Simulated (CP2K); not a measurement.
Consider mercaptocyclopropane at its PBE geometry (Å).

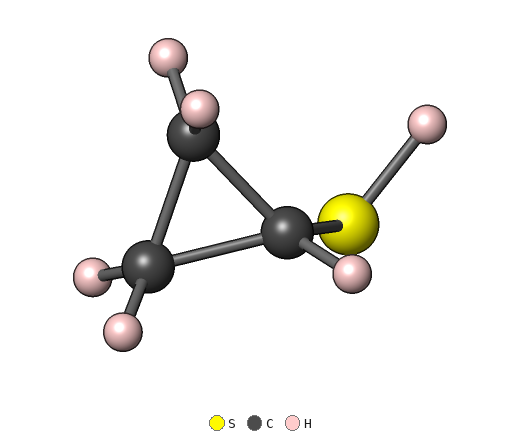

The molecule (sulfur yellow, carbon dark grey, hydrogen pink).

```xyz
10

S     1.5106   -1.2034   -0.7080
C     0.3100   -0.4206    0.3690
C    -1.0929   -0.2547   -0.1769
C    -0.2280    0.9598    0.0608
H     2.5781   -0.4504   -0.3538
H     0.3911   -0.6983    1.4198
H    -1.9213   -0.4515    0.5019
H    -1.2651   -0.5535   -1.2098
H     0.1762    1.4693   -0.8119
H    -0.4588    1.6034    0.9090
```

Method: CP2K XAS_TDP, all-electron GAPW, PBEh(45%), aug-cc-pVDZ, TDA, GW2X-corrected core level, ZORA, spin–orbit coupling.

Question: Where do the S L₂,₃-edge lines lie, and how strong are they?

Leading lines: S1 167.15 eV. The leading line of an atom is its first one with 35 % of the strongest within 2.5 eV of its lowest line over the strength cut. Core ionisation energies at this level: S1 170.81/170.91/171.98 eV; the 2p½ level lies 1.12 eV above the 2p3/2 pair.

The first six lines of each atom with a strength over 0.0003:

| atom | energy (eV) | states | strength, one atom | above the computed threshold |
| --- | --- | --- | --- | --- |
| S1 (bonded to C and H) | 167.15 | 1 | 0.0015 |  |
|  | 167.40 | 1 | 0.0016 |  |
|  | 168.05 | 1 | 0.0006 |  |
|  | 168.18 | 1 | 0.0031 |  |
|  | 168.22 | 2 | 0.0027 |  |
|  | 168.25 | 2 | 0.0026 |  |

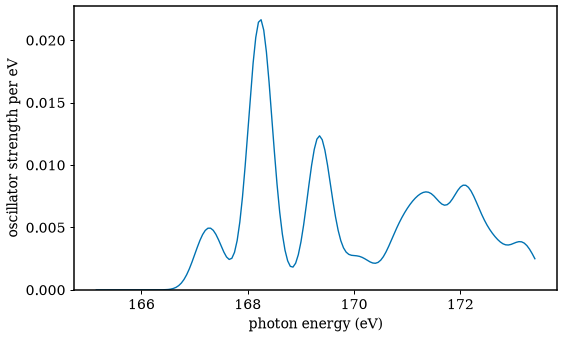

All atoms added, broadened by 0.5 eV.

Lines are vertical, at one geometry, with no vibrational structure. GW2X ionisation energies and lines can be off by 1 to 2 eV either way, and a good line position may hide errors that cancel. Rydberg lines, and the discretised continuum above threshold, depend on the basis and the box.

[Banner, clock and machine lines of the logs are left out without a mark of their own.]

[Logs are printed without paths, hosts, clocks, repeated set-up lines and the standing remarks that a program may print on its own settings, such as how far it seeks lower states.]

[Hosts, paths, dates, database ids (printed as entryN), source tags and the programs' standing remarks are cut or masked in the printed files.]
